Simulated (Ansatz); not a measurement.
# CH5ClFNSn: the cost of one run

Program: Ansatz 0.2.0, driven from Python. Level of theory: PBE0/def2-SVP. These are calculated values, not measurements.

### 1 Starting point

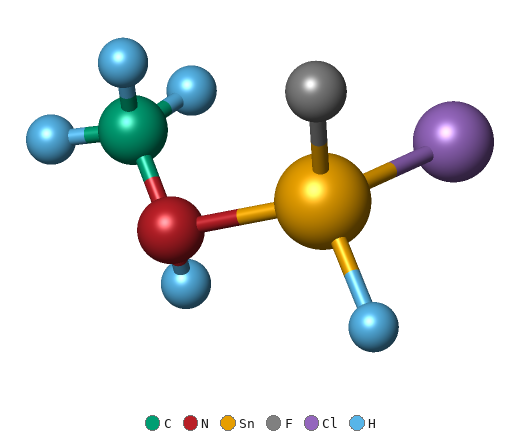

The structure that the script starts from, seen from a chosen angle (carbon teal, nitrogen red, tin amber, fluorine grey, chlorine purple, hydrogen blue).

The script holds or builds the structure itself.

### 2 The code

torsion_ch5clfnsn.py

```python
"""Energy of CH5ClFNSn as one group turns about a bond."""

import ansatz as az
from ase import Atoms

SETTINGS = {
    "basis_set": "def2-SVP",
    "functional": "PBE0",
    "fmax": 0.02,
}

atoms = Atoms(["C", "N", "Sn", "F", "Cl", "H", "H", "H", "H", "H"], positions=[
    (-1.2625, -0.1114, -0.6068),
    (-0.2877, -0.9815, -0.1316),
    (1.1402, 0.1254, 0.822),
    (0.443, 1.1315, 2.2932),
    (2.1668, 1.6149, -0.7041),
    (-0.8744, 0.6936, -1.321),
    (-2.0666, -0.6421, -1.1499),
    (-1.7497, 0.4764, 0.2287),
    (0.1763, -1.402, -0.92),
    (2.3977, -0.9561, 1.4925),
])

# relax first, so that the scan starts from a minimum
first = (
    az.Crystal.molecule_from_ase(atoms).calculation()
    .basis(gaussian=SETTINGS["basis_set"])
    .functional(SETTINGS["functional"])
    .accuracy("medium")
    .scf(lower_state_search="light")
    .relax(force_tolerance=SETTINGS["fmax"], max_steps=80)
)
atoms.positions = first.run().report["positions_ang"]

start = atoms.get_dihedral(0, 1, 2, 3)
energies = {}
for turn in range(0, 360, 40):
    turned = atoms.copy()
    turned.set_dihedral(0, 1, 2, 3, start + turn, indices=[2, 3, 4, 9])
    calculation = (
        az.Crystal.molecule_from_ase(turned).calculation()
        .basis(gaussian=SETTINGS["basis_set"])
        .functional(SETTINGS["functional"])
        .accuracy("medium")
        .scf(lower_state_search="light")
    )
    energies[round((start + turn) % 360)] = calculation.run().report["free_energy_ev"]
floor = min(energies.values())
print("dihedral C0-N1-Sn2-F3 (deg)   E - E(min) (kJ/mol)")
for angle, e in sorted(energies.items()):
    print(f"{angle:8d} {96.485332 * (e - floor):14.3f}  " + "#" * int(30 * (e - floor) / max(max(energies.values()) - floor, 1e-9)))
```

### 3 The calls as engine input

The package turns the script's settings into the engine's input (first run):

```yaml
crystal:
  periodic: [false, false, false]
  atoms:
    - { symbol: C, position_ang: [-1.2625, -0.1114, -0.6068] }
    - { symbol: "N", position_ang: [-0.2877, -0.9815, -0.1316] }
    - { symbol: Sn, position_ang: [1.1402, 0.1254, 0.822] }
    - { symbol: F, position_ang: [0.443, 1.1315, 2.2932] }
    - { symbol: Cl, position_ang: [2.1668, 1.6149, -0.7041] }
    - { symbol: H, position_ang: [-0.8744, 0.6936, -1.321] }
    - { symbol: H, position_ang: [-2.0666, -0.6421, -1.1499] }
    - { symbol: H, position_ang: [-1.7497, 0.4764, 0.2287] }
    - { symbol: H, position_ang: [0.1763, -1.402, -0.92] }
    - { symbol: H, position_ang: [2.3977, -0.9561, 1.4925] }
accuracy: medium
basis:
  gaussian:
    orbitals: def2-SVP
hamiltonian:
  xc: pbe0
scf:
  lower_state_search: light
relax:
  f_tol: 0.02
  max_steps: 80
```

### 4 The run

Launch:

```
> python torsion_ch5clfnsn.py
```

**Question.** How long does this script take on 1 thread of Arm Neoverse V2, shared host, and how much memory does it need?

About 2.3 min, with a peak of 0.36 GiB.
